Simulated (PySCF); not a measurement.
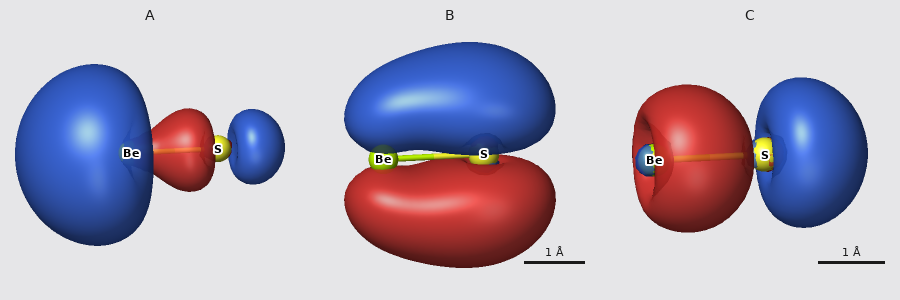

*BeS. Three frontier orbitals, each drawn at the value that holds 80 % of its norm (blue and red are the two phases), in no order; of a degenerate pair one member is drawn.*

The calculation used PySCF 2.14.0, PBE0/def2-TZVP, non-relativistic Hamiltonian with scalar-relativistic core potentials where named, at a bond length of 1.745 Å.

Label each orbital by symmetry, say whether it is occupied, and order them by energy.

Orbital C: σ, occupied, −8.59 eV; mainly on S (75 %).
Orbital B: π, occupied, −6.82 eV; mainly on S (80 %).
Orbital A: σ, empty, −3.95 eV; mainly on Be (85 %).
